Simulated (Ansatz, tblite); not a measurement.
**SnCl2: spin-state energies by level**

Is the singlet the ground state of SnCl2? Other spin states are computed and compared level by level.

The runs use Ansatz 0.2.0, Gaussian basis; as each input shows.

Plan: triplet, at the geometry of the singlet (GFN1-xTB, GFN2-xTB, PBE0-D4/def2-TZVP, PBE-D4/def2-TZVP, r2SCAN-D4/def2-TZVP); the singlet's energies come from earlier runs.

### Step 1. The geometry

The singlet was relaxed beforehand with PBE-D4/def2-TZVP.

3 atoms, charge 0, spin multiplicity 1.

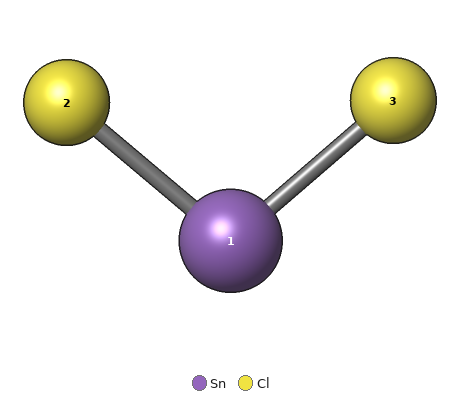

The structure; tin purple, chlorine yellow; atoms are numbered from 1 in the order of the file.

Geometry (Å):

```
Sn    0.00508   -0.00723   -1.03313
Cl    1.81503   -0.01902    0.52567
Cl   -1.82011    0.02625    0.50745
```

Sn takes a core potential in the def2 sets. No spin-orbit coupling is included.

### Step 2. Triplet at the fixed geometry, GFN1-xTB

Tight binding, by tblite at 300 K electronic temperature and without a spin-polarisation term:

```python
tblite.interface.Calculator('GFN1-xTB', numbers, positions, charge=0, uhf=2).singlepoint()
```

Energy -297.3493 eV; 0.004 s.

### Step 3. Triplet at the fixed geometry, GFN2-xTB

Tight binding, by tblite at 300 K electronic temperature and without a spin-polarisation term:

```python
tblite.interface.Calculator('GFN2-xTB', numbers, positions, charge=0, uhf=2).singlepoint()
```

Energy -304.5777 eV; 0.004 s.

### Step 4. Triplet at the fixed geometry, PBE0-D4/def2-TZVP

The input, in.yaml:

```yaml
crystal:
  periodic: [false, false, false]
  atoms:
    - {symbol: Sn, position_ang: [0.005081, -0.007227, -1.033125]}
    - {symbol: Cl, position_ang: [1.815027, -0.019018, 0.525670]}
    - {symbol: Cl, position_ang: [-1.820108, 0.026245, 0.507455]}
basis:
  gaussian: {orbitals: def2-TZVP}
magnetization: {spin_polarized: true, initial_magnetization: 2}
hamiltonian: {xc: pbe0, dispersion: d4}
scf: {omitted_lower_state_checks: [starts]}
output: {orbitals: {seedname: orbitals}}
```

On the command line:

```console
> ansatz run in.yaml --threads 4 --pin off --events-out ev --progress --plain --max-ram 3916MiB
```

Output:

```text
Functional definition: PBE0
  name "PBE0"
  cite "Adamo & Barone, J. Chem. Phys. 110, 6158 (1999) doi:10.1063/1.478522"
  cite "Perdew, Burke & Ernzerhof, Phys. Rev. Lett. 77, 3865 (1996) doi:10.1103/PhysRevLett.77.3865"
  parent pbe
  parameter a = 0.25
  parameter kappa = 0.804
  parameter beta = 0.06672455060314922
  exchange = (1 - a)*pbe_x(kappa = kappa, mu = beta*pi^2/3) + a*exact_x
  correlation = pbe_c(beta = beta)
these checks for a lower state are left out or cut short: starts
997 factors; their error is unknown
mean field evaluation 1: about -30868.6671 eV, gradient 1.3e1 eV
mean field evaluation 2: about -30867.6479 eV, gradient 2.0e1 eV
mean field evaluation 4: about -30869.6381 eV, gradient 8.6e-1 eV
mean field evaluation 8: about -30869.6458 eV, gradient 2.7e-2 eV
mean field evaluation 16: about -30869.8000 eV, gradient 2.7e-4 eV
mean field -30869.80001131 eV, -1134.4442261138 hartree, gradient 1.4e-5 eV, S^2 2.005718; 0 other end points of the search recorded, 0 dependent functions left out
reference -30869.80004219 eV, -1134.4442272487 hartree; 29, 27 occupied and 95, 97 virtual orbitals, 997 factors
Total energy: -30869.88817674 eV, -1134.4474661336 hartree
Checks for a lower state left out: starts
```

Wall time 3.2 s (4 threads of Arm Neoverse N1, shared host).

Report: HOMO -5.33 eV, LUMO -6.13 eV (over both spins; with the spin held, an empty level of the minority spin lies below the top filled one); ⟨S²⟩ 2.006 (pure: 2.00).

### Step 5. Triplet at the fixed geometry, PBE-D4/def2-TZVP

start.molden holds the orbitals of an earlier run on this state, given as this run's starting guess.

Changes to in.yaml since step 4:

```diff
@@ -7,5 +7,5 @@
 basis:
-  gaussian: {orbitals: def2-TZVP}
+  gaussian: {orbitals: def2-TZVP, initial_orbitals: start.molden}
 magnetization: {spin_polarized: true, initial_magnetization: 2}
-hamiltonian: {xc: pbe0, dispersion: d4}
+hamiltonian: {xc: pbe, dispersion: d4}
 scf: {omitted_lower_state_checks: [starts]}
```

The command is unchanged.

Output:

```text
Functional definition: PBE
  name "PBE"
  cite "Perdew, Burke & Ernzerhof, Phys. Rev. Lett. 77, 3865 (1996) doi:10.1103/PhysRevLett.77.3865"
  parent pbe
  parameter kappa = 0.804
  parameter beta = 0.06672455060314922
  exchange = pbe_x(kappa = kappa, mu = beta*pi^2/3)
  correlation = pbe_c(beta = beta)
these checks for a lower state are left out or cut short: starts
900 factors; their error is unknown
mean field evaluation 1: about -30867.5890 eV, gradient 8.4e0 eV
mean field evaluation 2: about -30867.6887 eV, gradient 1.9e-1 eV
mean field evaluation 4: about -30867.6870 eV, gradient 4.8e-2 eV
mean field evaluation 8: about -30867.6870 eV, gradient 2.2e-5 eV
mean field -30867.68697176 eV, -1134.3665733423 hartree, gradient 2.2e-5 eV, S^2 2.002640; 0 other end points of the search recorded, 0 dependent functions left out
reference -30867.68701227 eV, -1134.3665748312 hartree; 29, 27 occupied and 95, 97 virtual orbitals, 900 factors
Total energy: -30867.79024403 eV, -1134.3703685286 hartree
Checks for a lower state left out: starts
```

Wall time 2 s (4 threads of Arm Neoverse N1, shared host).

From the report: HOMO -4.22 eV, LUMO -6.89 eV (over both spins; with the spin held, an empty level of the minority spin lies below the top filled one); ⟨S²⟩ 2.003 (pure: 2.00).

### Step 6. Triplet at the fixed geometry, r2SCAN-D4/def2-TZVP

Changes to in.yaml since step 5:

```diff
@@ -9,3 +9,3 @@
 magnetization: {spin_polarized: true, initial_magnetization: 2}
-hamiltonian: {xc: pbe, dispersion: d4}
+hamiltonian: {xc: r2scan, dispersion: d4}
 scf: {omitted_lower_state_checks: [starts]}
```

The command is unchanged.

Output:

```text
Functional definition: r2SCAN
  name "r2SCAN"
  cite "Furness, Kaplan, Ning, Perdew & Sun, J. Phys. Chem. Lett. 11, 8208 (2020) doi:10.1021/acs.jpclett.0c02405"
  cite "Furness, Kaplan, Ning, Perdew & Sun, J. Phys. Chem. Lett. 11, 9248 (2020) doi:10.1021/acs.jpclett.0c03077"
  parent r2scan
  parameter k0 = 0.174
  parameter k1 = 0.065
  parameter a1 = 4.9479
  exchange = r2scan_x(k0 = k0, k1 = k1, a1 = a1)
  correlation = r2scan_c
these checks for a lower state are left out or cut short: starts
900 factors; their error is unknown
mean field evaluation 1: about -30878.4703 eV, gradient 6.4e0 eV
mean field evaluation 2: about -30878.5031 eV, gradient 6.8e-2 eV
mean field evaluation 4: about -30878.4994 eV, gradient 7.0e-4 eV
mean field evaluation 8: about -30878.4994 eV, gradient 1.8e-5 eV
mean field -30878.49940701 eV, -1134.7639230090 hartree, gradient 1.8e-5 eV, S^2 2.006138; 0 other end points of the search recorded, 0 dependent functions left out
reference -30878.49942298 eV, -1134.7639235959 hartree; 29, 27 occupied and 95, 97 virtual orbitals, 900 factors
Total energy: -30878.51982651 eV, -1134.7646734117 hartree
Checks for a lower state left out: starts
```

It took 5.5 s on 4 threads of Arm Neoverse N1, shared host.

HOMO -4.61 eV, LUMO -6.73 eV (over both spins; with the spin held, an empty level of the minority spin lies below the top filled one); ⟨S²⟩ 2.006 (pure: 2.00).

### Step 7. Triplet less singlet, vertical

The singlet's energies are those of its earlier runs, whose logs aren't repeated here.

```
              level  triplet less singlet, vertical (eV)     time
           GFN1-xTB                               +4.501  0.009 s
           GFN2-xTB                               +4.391  0.011 s
   PBE-D4/def2-TZVP                               +2.899    3.2 s
r2SCAN-D4/def2-TZVP                               +2.793    8.8 s
  PBE0-D4/def2-TZVP                               +2.850    5.4 s
```

Times add the two runs; a level without a time comes out of a correlated run. Tight binding without a spin term can't rank spin states.

### Step 8. Summary of results

```
                                                quantity                                     value
triplet less singlet, vertical, functionals in def2-TZVP  +2.793 (r2SCAN-D4) to +2.899 eV (PBE-D4)
```

**Reading.** All functionals put the triplet above the singlet, over a spread of 0.106 eV. The checks for a lower triplet were left out, so another state of that spin may lie lower. These are electronic energies, without zero-point motion, entropy or surroundings.
